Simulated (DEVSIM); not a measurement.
System: Ru/SiON/p-Si capacitor, at 300 K.

```csv
layer (left to right),material,thickness (nm),Na (cm⁻³)
1,SiON,5.90,-
2,Si,2800,4.3e16
```

Metal gate on the left, work function 4.7 eV. Fixed charge at the semiconductor interface 3.1e11 cm⁻² (in units of +e); no interface traps.

Constants are typed, rounded textbook-type inputs, not results; the design itself was drawn at random and stands for no fabricated device. Values at 300 K.

| parameter | SiON | Si |
|---|---|---|
| gap (eV) | 7 | 1.124 |
| affinity (eV) | 1.4 | 4.05 |
| permittivity | 5.5 | 11.7 |
| Nc (cm⁻³) | - | 2.86e19 |
| Nv (cm⁻³) | - | 3.1e19 |

Model (solved in DEVSIM): 1D Poisson equation in equilibrium, Boltzmann statistics, complete ionisation; no quantum confinement or tunnelling. Metal contacts follow the ideal Schottky-Mott rule: no Fermi-level pinning, no interface dipoles.

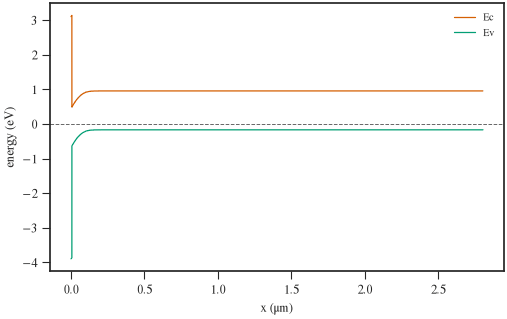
Figure: Band edges at 0.2 V on the gate

Energies count from the Fermi level of the right contact; mesh points crowd at the junctions.

| x (μm) | Ec (eV) | Ev (eV) | n (cm⁻³) | p (cm⁻³) | field (V/cm) |
|---|---|---|---|---|---|
| 0.000 | 3.100 | -3.900 | < 1e2 | < 1e2 | 61000 |
| 0.001097 | 3.107 | -3.893 | < 1e2 | < 1e2 | 61000 |
| 0.002908 | 3.118 | -3.882 | < 1e2 | < 1e2 | 61000 |
| 0.004649 | 3.128 | -3.872 | < 1e2 | < 1e2 | 61000 |
| 0.006069 | 0.487 | -0.637 | 1.9e11 | 6.2e8 | 77000 |
| 0.007637 | 0.499 | -0.625 | 1.2e11 | 9.9e8 | 76000 |
| 0.01084 | 0.523 | -0.601 | 4.7e10 | 2.5e9 | 73000 |
| 0.02160 | 0.598 | -0.526 | 2.5e9 | 4.6e10 | 66000 |
| 0.04027 | 0.710 | -0.414 | 3.3e7 | 3.5e12 | 54000 |
| 0.07960 | 0.871 | -0.253 | 68000 | 1.7e15 | 28000 |
| 0.1625 | 0.952 | -0.172 | 2900 | 4.0e16 | 1100 |
| 0.4405 | 0.954 | -0.170 | 2700 | 4.3e16 | ≈ 0 |
| 0.9228 | 0.954 | -0.170 | 2700 | 4.3e16 | ≈ 0 |
| 1.808 | 0.954 | -0.170 | 2700 | 4.3e16 | ≈ 0 |
| 2.433 | 0.954 | -0.170 | 2700 | 4.3e16 | ≈ 0 |
| 2.635 | 0.954 | -0.170 | 2700 | 4.3e16 | ≈ 0 |
| 2.726 | 0.954 | -0.170 | 2700 | 4.3e16 | ≈ 0 |
| 2.768 | 0.954 | -0.170 | 2700 | 4.3e16 | ≈ 0 |
| 2.793 | 0.954 | -0.170 | 2700 | 4.3e16 | ≈ 0 |
| 2.800 | 0.954 | -0.170 | 2700 | 4.3e16 | ≈ 0 |
| 2.804 | 0.954 | -0.170 | 2700 | 4.3e16 | ≈ 0 |
| 2.806 | 0.954 | -0.170 | 2700 | 4.3e16 | ≈ 0 |
